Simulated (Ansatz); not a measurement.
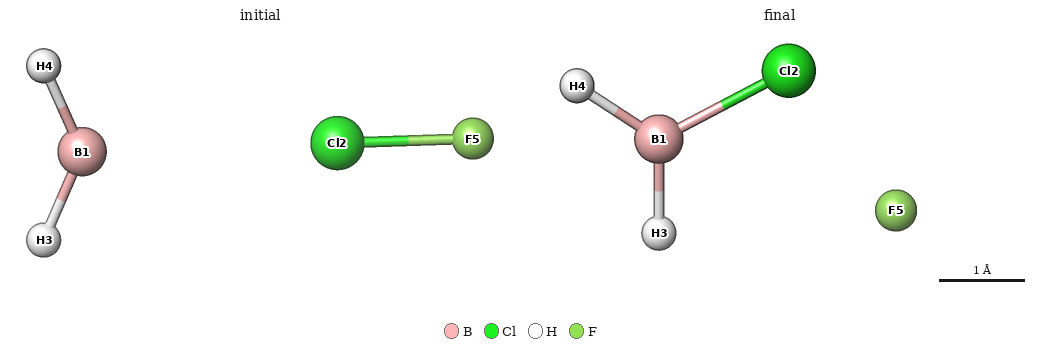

The structure of BH₂ClF (multiplicity 2) before (left) and after (right) a relaxation, at one scale.

The picture is a ball-and-stick view, seen at a tilt.

The run prepares an end point of a later path (reaction) calculation, from a guessed geometry.

Theory: UKS PBE/cc-pVDZ in Ansatz. (collinear spin; force threshold 0.03 eV/Å; at most 50 steps)

### Describe what moved and what it gained.

F5 moves most after the best rigid fit: 1.45 Å. By element the largest moves are F 1.45 Å, Cl 1.26 Å, H 1.14 Å, B 0.69 Å. Near-neighbour distances that change, for instance: B1–Cl2 3.046 → 1.753 Å, Cl2–F5 1.615 → 2.239 Å, B1–H4 1.205 → 1.209 Å. New bonds form, among them: B1–Cl2 (3.05 → 1.75 Å). Bonds break, among them: Cl2–F5 (1.61 → 2.24 Å). Bond angles that change, for instance: H3–B1–H4 135.3° → 126.3°. After 18 accepted moves (20 points after the start) the energy has fallen by 71.7 kcal/mol. The largest force component goes from 3.9 to 0.017 eV/Å. The line search rejected the trial steps at points 11, 18 of the run.

Limits of the set-up: the start holds two separate molecules, 3.0 Å apart at their closest, whose relative position is a soft coordinate and is computed without a dispersion correction.
